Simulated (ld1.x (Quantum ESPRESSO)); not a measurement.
**Run report: La, pseudopotential generation (part 2 of 2)**

The same run, continued: lanthanum (La, Z = 57), core [Kr] 4d10, reference valence 4f0 5s2 5p6 5d1 6s1 6p0 (an ion of charge +1), valence charge 11. Method: RRKJ potential, PW91, scalar-relativistic, made with ld1.x (Quantum ESPRESSO) 7.5.

## Output of the test run (extracts), continued
```
     ---------------------- End of pseudopotential test ----------------------

     ---------------------- Testing the pseudopotential ----------------------

     La
     scalar relativistic calculation

     atomic number is 57.00   valence charge is 11.00
     dft =PW91   lsd =0 sic =0 latt =0  beta=0.20 tr2=1.0E-14
     mesh =1253 r(mesh) = 100.17801 xmin = -7.00 dx = 0.01250

     n l     nl             e AE (Ry)        e PS (Ry)    De AE-PS (Ry)
     4 3     4F   1( 1.00)       -0.27194       -0.30819        0.03624  !
     1 0     5S   1( 2.00)       -2.92602       -2.95004        0.02402  !
     2 1     5P   1( 6.00)       -1.76521       -1.78920        0.02400  !
     3 2     5D   1( 1.00)       -0.45279       -0.48250        0.02971  !
     2 0     6S   1( 0.00)       -0.51549       -0.55874        0.04325  !
     3 1     6P   1( 0.00)       -0.33304       -0.34795        0.01491  !

     eps = 6.5E-15  iter = 19

     Etot =  -16988.265393 Ry,   -8494.132696 Ha, -231137.125628 eV
     Etotps =   -79.093798 Ry,     -39.546899 Ha,   -1076.125947 eV
     dEtot_ae =       0.066606 Ry
     dEtot_ps =       0.092081 Ry,   Delta E=      -0.025475 Ry

     Ekin =      28.449665 Ry,      14.224832 Ha,     387.077407 eV
     Encl =    -117.888666 Ry,     -58.944333 Ha,   -1603.957018 eV
     Ehrt =      48.443087 Ry,      24.221543 Ha,     659.101775 eV
     Ecxc =     -26.080463 Ry,     -13.040232 Ha,    -354.842777 eV
     (Ecc =     -14.987947 Ry,      -7.493974 Ha,    -203.921408 eV)
     Epseu=     -12.017420 Ry,      -6.008710 Ha,    -163.505333 eV

     ---------------------- End of pseudopotential test ----------------------

     ---------------------- Testing the pseudopotential ----------------------

     La
     scalar relativistic calculation

     atomic number is 57.00   valence charge is 11.00
     dft =PW91   lsd =0 sic =0 latt =0  beta=0.20 tr2=1.0E-14
     mesh =1253 r(mesh) = 100.17801 xmin = -7.00 dx = 0.01250

     n l     nl             e AE (Ry)        e PS (Ry)    De AE-PS (Ry)
     4 3     4F   1( 1.00)       -0.01166       -0.00000       -0.01166  !
     1 0     5S   1( 2.00)       -2.66371       -2.62736       -0.03635  !
     2 1     5P   1( 6.00)       -1.49338       -1.46265       -0.03073  !
     3 2     5D   1( 0.00)       -0.17645       -0.16023       -0.01622  !
     2 0     6S   1( 2.00)       -0.26174       -0.25708       -0.00466
     3 1     6P   1( 0.00)       -0.10465       -0.08439       -0.02026  !

     eps = 3.4E-15  iter = 25

     Etot =  -16991.557400 Ry,   -8495.778700 Ha, -231181.915660 eV
     Etotps =   -79.609321 Ry,     -39.804660 Ha,   -1083.139989 eV
     dEtot_ae =      -3.225401 Ry
     dEtot_ps =      -0.423442 Ry,   Delta E=      -2.801959 Ry

     Ekin =      27.186219 Ry,      13.593109 Ha,     369.887347 eV
     Encl =    -121.028303 Ry,     -60.514152 Ha,   -1646.673956 eV
     Ehrt =      51.826551 Ry,      25.913275 Ha,     705.136147 eV
     Ecxc =     -26.277153 Ry,     -13.138577 Ha,    -357.518882 eV
     (Ecc =     -14.987947 Ry,      -7.493974 Ha,    -203.921408 eV)
     Epseu=     -11.316634 Ry,      -5.658317 Ha,    -153.970644 eV

     ---------------------- End of pseudopotential test ----------------------
```

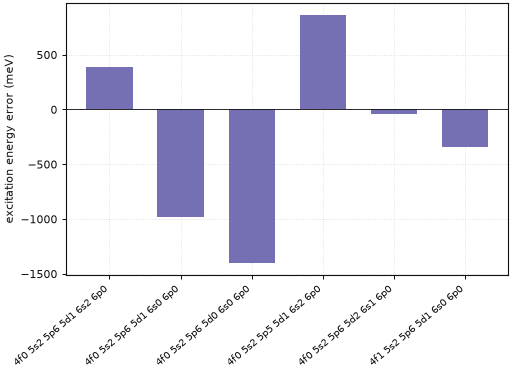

*Errors, all-electron minus pseudo, of the energies of valence configurations relative to the unpolarised reference 4f0 5s2 5p6 5d1 6s1 6p0. Not all tests gave a result: 1 of 7 tests not solved.*

- Worst configuration: 4f0 5s2 5p6 5d0 6s0 6p0 (charge +3): the error is -1399 meV on an all-electron energy of +29.93 eV relative to the reference, or 4.7 %. Note that the pseudo-atom misses its own reference levels by up to 0.66 eV.
- Errors in meV: 4f0 5s2 5p6 5d1 6s2 6p0: +390; 4f0 5s2 5p6 5d1 6s0 6p0: -984; 4f0 5s2 5p6 5d0 6s0 6p0: -1399; 4f0 5s2 5p5 5d1 6s2 6p0: +860; 4f0 5s2 5p6 5d2 6s1 6p0: -40; 4f1 5s2 5p6 5d1 6s0 6p0: -347.
- Configurations within 10 meV and within 50 meV: 0 and 1 of 6.

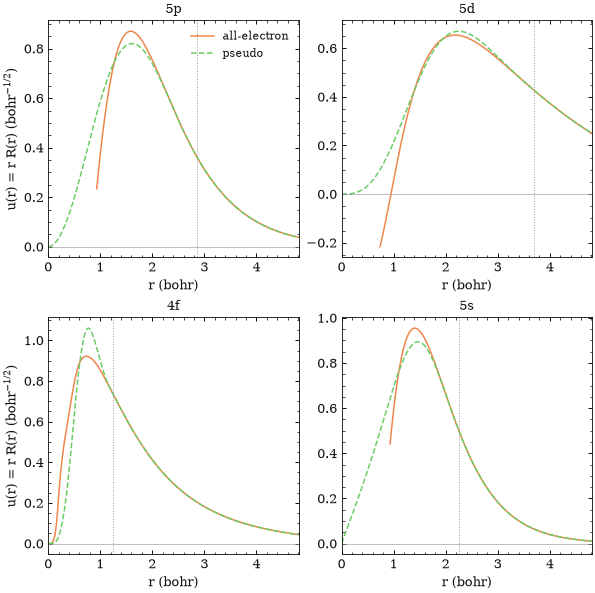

*Pseudo-waves (dashed) against the all-electron radial functions (solid). Dotted lines mark the matching radii. The innermost oscillations of some all-electron curves aren't drawn.*

Pseudo-waves: 5p has no node; 5d has no node; 4f has no node; 5s has no node.

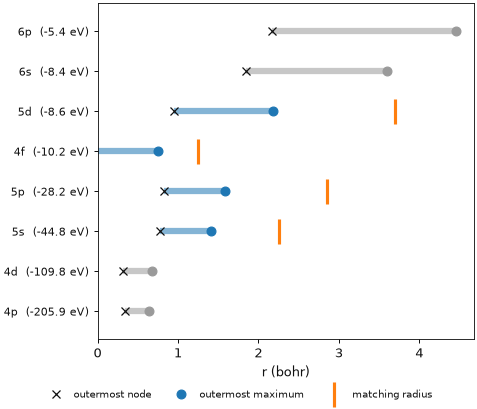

*Outer shells of the all-electron reference atom: each bar runs from the outermost node (or the nucleus) to the outermost maximum of u(r); the tick is the radius chosen for the pseudo-wave. Shells without a tick have no pseudo-wave of their own. Levels, nodes and maxima are from ld1.x, scalar-relativistic.*

- Radii against the shells: 5s: 2.26 bohr, outside the maximum; 5p: 2.85 bohr, outside the maximum; 4f: 1.25 bohr, outside the maximum; 5d: 3.70 bohr, outside the maximum.

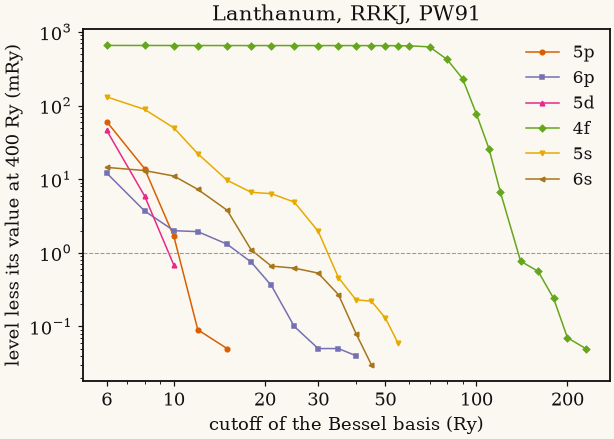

*The pseudo-atom Hamiltonian at the reference potential is diagonalised in spherical Bessel functions (20 bohr box) up to the cutoff. Curves: distance of each valence level from its value at 400 Ry.*

- Cutoffs for 10 and 1 mRy in the occupation-weighted sum of levels: 30 Ry and 40 Ry, on the ladder of cutoffs that was run.
- Hardest occupied shell: 5s: its level needs 35 Ry to come within 1 mRy, against 21 Ry for 6s.
- Cutoffs from which each level stays within 1 mRy: 5p: 12 Ry; 6p: 18 Ry; 5d: 10 Ry; 4f: 140 Ry; 5s: 35 Ry; 6s: 21 Ry. The potential isn't sound: the pseudo-atom misses its own reference levels by up to 0.66 eV.

Outcome of the run: generated; the pseudo-atom misses its reference levels by up to 0.66 eV (6s, which has no pseudo-wave of its own).
